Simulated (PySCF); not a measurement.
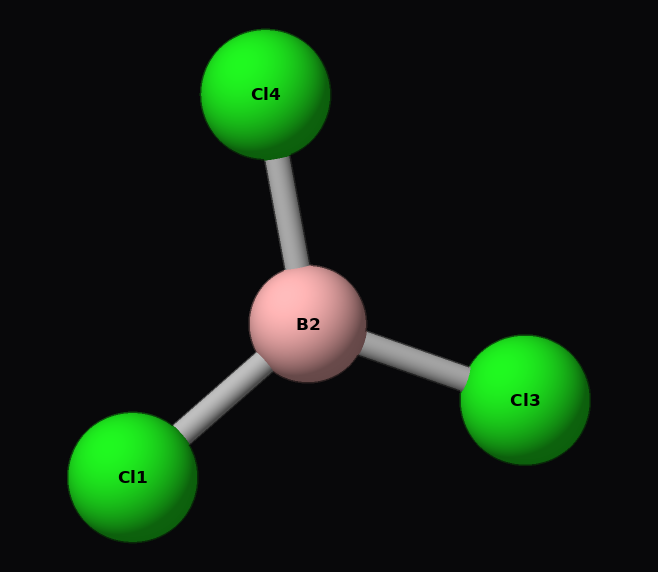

The computed structure is the end point of a GFN2-xTB optimisation. No frequency run is at hand to confirm it as a minimum. Level of theory: GIAO PBE0/pcSseg-1 NMR shielding, non-relativistic, gas phase (PySCF 2.14.0). Principal shieldings σ11 ≤ σ22 ≤ σ33, span Ω = σ33 − σ11, skew κ = 3(σiso − σ22)/Ω.

Give the shielding tensors of the Cl atoms.

```csv
atom,σ11,σ22,σ33,σiso,Ω,κ
"Cl1, Cl3, Cl4",392.5,783.0,818.8,664.8,426.3,−0.83
```

Shieldings and span in ppm.

The geometry is semi-empirical. Around B such bond lengths and angles can be off by a tenth of an ångström or more and by several degrees, and values that hang on the shape move with them.
